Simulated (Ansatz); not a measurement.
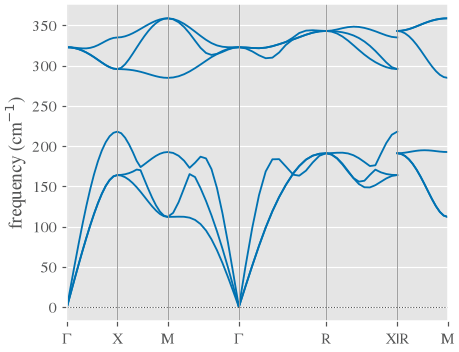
Fig. 1. Phonon dispersion of AlRu (CsCl type, space group No. 221), DFT-r²SCAN in the program Ansatz with PAW potentials; imaginary frequencies are drawn negative

**Question.** Is this phase dynamically stable?

**Answer.** Yes, on this path no branch is imaginary.

**Question.** How high does the spectrum reach?

**Answer.** About 360 cm⁻¹ (10.8 THz).

Space group Pm-3m (CsCl type). Symmetry was held in the r²SCAN relaxation. The run is not spin-polarised. As this level gives no gap, phonon frequencies hold no LO–TO term and depend on the k-mesh and smearing (Fermi–Dirac, 0.1 eV here).

Potentials: the later of the program's two PAW sets.
